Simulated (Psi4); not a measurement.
# A workflow on SiCNF3 (SMILES N#C[Si](F)(F)F)

Wanted: a structure relaxation (PBE-D4/def2-SVP), then a geometry optimisation (PBE0-D4/def2-TZVP) of SiCNF3. 

The calculation is run with Psi4 1.11.

## (1) The structure to begin with

The species is SiCNF3 (6 atoms), meant as a singlet with charge 0. As SMILES, `N#C[Si](F)(F)F`. The shape is that of a GFN2-xTB, rattled optimisation. The run starts from this shape.

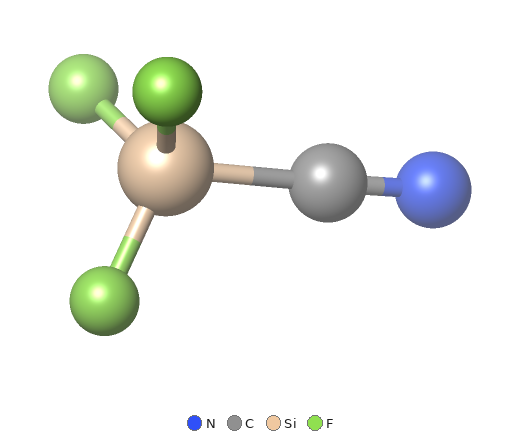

The structure, seen from a chosen angle (nitrogen blue, carbon grey, silicon light orange, fluorine green).

## (2) A structure relaxation at PBE-D4/def2-SVP (density fitting) (run 1)

job.inp reads:

```
memory 4400 mb

molecule mol {
  N      2.226902    -0.710830     0.910694
  C      1.134902    -0.389858     0.496516
  Si    -0.406910     0.129017    -0.277121
  F     -1.364014    -1.092831    -0.569470
  F     -0.212414     1.020871    -1.484411
  F     -1.254876     1.044099     0.844231
  symmetry c1
}

set basis def2-SVP
set reference rks
set scf_type df
set geom_maxiter 60
set max_force_g_convergence 0.0005

energy_value, wavefunction = optimize("pbe-d4", return_wfn=True)
```

Run with:

```sh
$ psi4 -n 2 job.inp job.out
```

job.out:

```text
[...]
  Running in c1 symmetry.
[...]
  Nuclear repulsion =  292.865543572337231
[...]
  Multiplicity = 1
[...]
  Nalpha       = 27
  Nbeta        = 27
[...]
    Number of basis functions: 88
[...]
   @DF-RKS iter   1:  -680.90868262699450   -4.04879e-01   7.93169e-03 ADIIS/DIIS
[...]
   @DF-RKS iter   8:  -681.11938968631000   -6.82121e-13   3.36953e-09 DIIS
[...]
    Orbital Energies [Eh]
    ---------------------
    Doubly Occupied:
       1A    -65.575945     2A    -24.305251     3A    -24.305166
       4A    -24.305135     5A    -14.044736     6A     -9.960801
       7A     -5.212510     8A     -3.628450     9A     -3.628436
      10A     -3.626607    11A     -1.128149    12A     -1.102755
      13A     -1.102606    14A     -0.848165    15A     -0.584037
      16A     -0.500370    17A     -0.477588    18A     -0.477470
      19A     -0.421887    20A     -0.421775    21A     -0.413226
      22A     -0.403918    23A     -0.403741    24A     -0.385433
      25A     -0.345970    26A     -0.345898    27A     -0.340754
[...]
  @DF-RKS Final Energy:  -681.11938968631000
   => Energetics <=
    Nuclear Repulsion Energy =            290.6478031333360832
    One-Electron Energy =               -1521.3039419489573447
    Two-Electron Energy =                 613.6253099046413126
    DFT Exchange-Correlation Energy =     -64.0836221278786411
    Empirical Dispersion Energy =          -0.0049386474515058
    VV10 Nonlocal Energy =                  0.0000000000000000
    Total Energy =                       -681.1193896863100008
[...]
 Multipole Moments:
 ------------------------------------------------------------------------------------
     Multipole            Electronic (a.u.)      Nuclear  (a.u.)        Total (a.u.)
 ------------------------------------------------------------------------------------
 L = 1.  Multiply by 2.5417464519 to convert [e a0] to [Debye]
 Dipole X            :         -2.5149758            2.0663738           -0.4486019
 Dipole Y            :          0.8400737           -0.6913884            0.1486853
 Dipole Z            :         -1.0777335            0.8878411           -0.1898924
 Magnitude           :                                                    0.5093232
[...]
  -Total Gradient:
     Atom            X                  Y                   Z
    ------   -----------------  -----------------  -----------------
       1       -0.000012568724     0.000040284442    -0.000073012932
       2       -0.000024236774    -0.000073024087    -0.000092113403
       3       -0.000097838694    -0.000041744580    -0.000155411019
       4       -0.000056701293     0.000297366961     0.000114216417
       5        0.000243247416    -0.000205679152     0.000001935900
       6       -0.000049360789    -0.000067724121    -0.000120736912
[...]
    Final optimized geometry and variables:
    Molecular point group: c1
    Full point group: C1
    Geometry (in Angstrom), charge = 0, multiplicity = 1:
    N            2.373657003317    -0.792874005312     1.016123966357
    C            1.342124925007    -0.449744666784     0.578605308914
    SI          -0.267104060010     0.089006907833    -0.113748371598
    F           -1.146975318375    -1.202369948637    -0.480247110827
    F           -0.007442748347     0.961122351467    -1.435963093676
    F           -1.049516798540     0.978650079499     0.969299413327
    Psi4 run time: 0:00:26.49
[...]
```

The script printed:

```text
Optimizer: Optimization complete!
```

It took 28 s on 2 threads of Intel Xeon Platinum 8375C at 2.90GHz (Ice Lake), shared host; peak memory 0.56 GiB.

The path in brief:

```csv
step,energy from the first frame kept (eV),largest force (eV/Å)
0,0.0000,5.5755
1,-0.3739,2.0568
2,-0.4103,0.7260
3,-0.4165,0.1702
4,-0.4183,0.0779
5,-0.4191,0.1045
6,-0.4195,0.1007
7,-0.4196,0.0335
8,-0.4196,0.0166
```

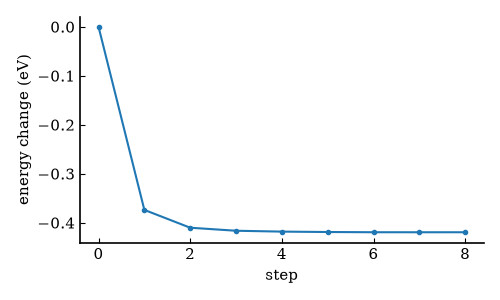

Energy along the run.

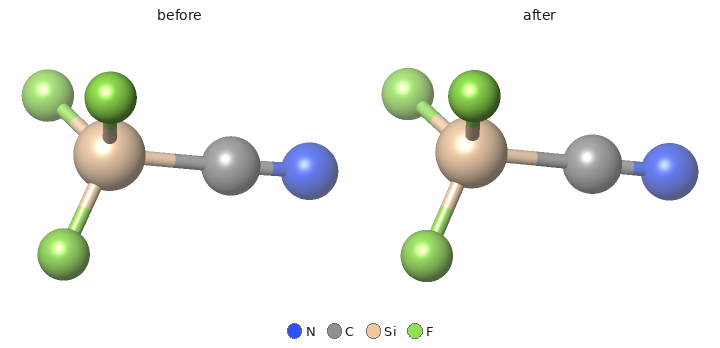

Before and after, at one scale.

After the run. Bond lengths: N1–C2 1.172 Å, C2–Si3 1.833 Å, Si3–F4 1.605 Å, Si3–F5 1.605 Å, Si3–F6 1.605 Å. Angles: N1–C2–Si3 179.7°, C2–Si3–F4 109.3°, C2–Si3–F5 109.2°, C2–Si3–F6 109.6°, F4–Si3–F5 109.7°, F4–Si3–F6 109.4°, F5–Si3–F6 109.5°.

## (3) A structure relaxation at PBE0-D4/def2-TZVP (density fitting) (run 2)

input.inp reads:

```
memory 4400 mb

molecule molecule1 {
  N      2.190084    -0.725774     0.907778
  C      1.158552    -0.382644     0.470259
  Si    -0.450677     0.156107    -0.222094
  F     -1.330548    -1.135269    -0.588593
  F     -0.191016     1.028223    -1.544309
  F     -1.233090     1.045751     0.860954
  symmetry c1
}

set {
  basis def2-TZVP
  scf_type df
  geom_maxiter 50
  max_force_g_convergence 0.0002
}

E = optimize('pbe0-d4')
```

Run with:

```sh
$ psi4 -i input.inp -o input.out -n 2
```

input.out:

```text
Psi4 1.11 release

gradient() will perform analytic gradient computation.

   => Loading Basis Set <=

    Name: DEF2-TZVP
    Role: ORBITAL
    Keyword: BASIS

   => PBE0-D4(BJ,EEQ)ATM: Empirical Dispersion <=

        a1 =       0.400856
        a2 =       5.029288
       alp =      16.000000
        s6 =       1.000000
        s8 =       1.200655
        s9 =       1.000000
        ga =       3.000000
        gc =       2.000000
        wf =       6.000000

         ---------------------------------------------------------
                                   SCF
                              RKS Reference
                        2 Threads,   4196 MiB Core
         ---------------------------------------------------------

  ==> Geometry <==

    Molecular point group: c1
    Full point group: C1

    Geometry (in Angstrom), charge = 0, multiplicity = 1:

       Center              X                  Y                   Z               Mass
    ------------   -----------------  -----------------  -----------------  -----------------
         N            2.373657000247    -0.792874527019     1.016123800033    14.003074004430
         C            1.342125000247    -0.449744527019     0.578604800033    12.000000000000
         SI          -0.267103999753     0.089006472981    -0.113748199967    27.976926534650
         F           -1.146974999753    -1.202369527019    -0.480247199967    18.998403162730
         F           -0.007442999753     0.961122472981    -1.435963199967    18.998403162730
         F           -1.049516999753     0.978650472981     0.969299800033    18.998403162730

  Running in c1 symmetry.

  Rotational constants: A =      0.12903  B =      0.07087  C =      0.07078 [cm^-1]
  Rotational constants: A =   3868.09332  B =   2124.68183  C =   2122.02572 [MHz]
  Nuclear repulsion =  290.647792033564315

[... 75 lines left out ...]
    Weights Tolerance      =       1.00E-15
[... 58 lines left out ...]
   @DF-RKS iter   2:  -681.31782343859129    2.32073e-01   5.63465e-03 DIIS/ADIIS
[... 3 lines left out ...]
   @DF-RKS iter   6:  -681.74171310367160   -1.14527e-04   2.37940e-05 DIIS
[... 3 lines left out ...]
   @DF-RKS iter  10:  -681.74172173950524   -1.65983e-11   2.47147e-08 DIIS
[... 33 lines left out ...]
  @DF-RKS Final Energy:  -681.74172173951058
[... 6 lines left out ...]
    DFT Exchange-Correlation Energy =     -48.6007166155707324
[... 17 lines left out ...]
 Dipole X            :         -2.5409960            2.0663740           -0.4746220
[... 109 lines left out ...]
	                                 ==> Convergence Check <==
[... 81 lines left out ...]
    Weights Tolerance      =       1.00E-15
[... 40 lines left out ...]
   @DF-RKS iter   2:  -681.72648827229489   -2.02500e-04   1.71584e-04 DIIS/ADIIS
[... 3 lines left out ...]
   @DF-RKS iter   6:  -681.72688421748080   -3.27345e-06   2.35508e-06 DIIS
[... 3 lines left out ...]
   @DF-RKS iter  10:  -681.72688431201732   -4.03588e-11   9.05429e-09 DIIS
[... 36 lines left out ...]
    Nuclear Repulsion Energy =            297.5639308086683741
[... 3 lines left out ...]
    Empirical Dispersion Energy =          -0.0042700331981615
[... 17 lines left out ...]
 Dipole Y            :          1.0535896           -0.6724810            0.3811086
[... 96 lines left out ...]
	Measures of convergence in internal coordinates in au.
[... 1 line left out ...]
	Criteria marked as inactive (o), active & met (*), and active & unmet ( ).

	----------------------------------------------------------------------------------------------
	   Step    Total Energy     Delta E     Max Force     RMS Force      Max Disp      RMS Disp
	----------------------------------------------------------------------------------------------
	  Convergence Criteria              o    2.00e-04 *             o             o             o
	----------------------------------------------------------------------------------------------
	    50    -681.72688431   -1.61e-02 o    4.31e-02      1.96e-02 o    5.54e-01 o    1.56e-01 o  ~
	----------------------------------------------------------------------------------------------

Next Geometry in Ang
	Fragment 1 (Ang)

	    N   1.9455917709  -0.7432407967   1.2426545460
	    C   1.5363568604  -0.4978879787   0.1646103023
	   Si  -0.2473193037   0.0853667638  -0.1834894328
	    F  -1.0519158964  -1.2514230839  -0.3333741138
	    F  -0.0761165581   1.0429819411  -1.3826833837
	    F  -0.8967729531   0.9243556674   0.9742935012

    Structure for next step:
    Molecular point group: c1
    Full point group: C1

    Geometry (in Angstrom), charge = 0, multiplicity = 1:

    N            1.942949339126    -0.739701455102     1.241298338957
    C            1.533714428605    -0.494348637161     0.163254095208
    SI          -0.249961735520     0.088906105365    -0.184845639835
    F           -1.054558328179    -1.247883742297    -0.334730320808
    F           -0.078758989936     1.046521282700    -1.384039590768
    F           -0.899415384944     0.927895009012     0.972937294107

PsiException: Could not converge geometry optimization in 50 iterations.

psi4.driver.p4util.exceptions.OptimizationConvergenceError: Could not converge geometry optimization in 50 iterations.

Printing out the relevant lines from the Psithon --> Python processed input file:
    core.IO.set_default_namespace("molecule1")
    core.set_global_option("BASIS", "def2-TZVP")
    core.set_global_option("SCF_TYPE", "df")
    core.set_global_option("GEOM_MAXITER", 50)
    core.set_global_option("MAX_FORCE_G_CONVERGENCE", 0.0002)
--> E = optimize('pbe0-d4')

!-------------------------------------------------------------!
!                                                             !
!  Could not converge geometry optimization in 50 iterations. !
!                                                             !
!-------------------------------------------------------------!

    Psi4 run time: 0:04:45.64

[set-up sections that repeat, and orbital energies of the middle runs, are left out above]
```

Run time: 4.8 min. Hardware: 2 threads of Intel Xeon Platinum 8375C at 2.90GHz (Ice Lake), shared host; peak memory 1 GiB.

The run stopped without converging.

## (4) What came out

| quantity | value |
| --- | --- |
| run 1, PBE-D4/def2-SVP: total energy at the end | -681.11939 Eh |
| run 1, PBE-D4/def2-SVP: dipole moment | 1.29 D |
| run 1, PBE-D4/def2-SVP: HOMO energy | -9.27 eV |
| run 1, PBE-D4/def2-SVP: LUMO energy | -2.42 eV |
| run 1, PBE-D4/def2-SVP: HOMO–LUMO gap | 6.85 eV |
| run 1, PBE-D4/def2-SVP: dispersion energy | -12.97 kJ/mol |
| run 2, PBE0-D4/def2-TZVP | no result (not converged) |

In words: The optimisation (run 1, PBE-D4/def2-SVP) took 9 steps and changed the energy by -0.420 eV. 1 of the 2 runs did not end normally.
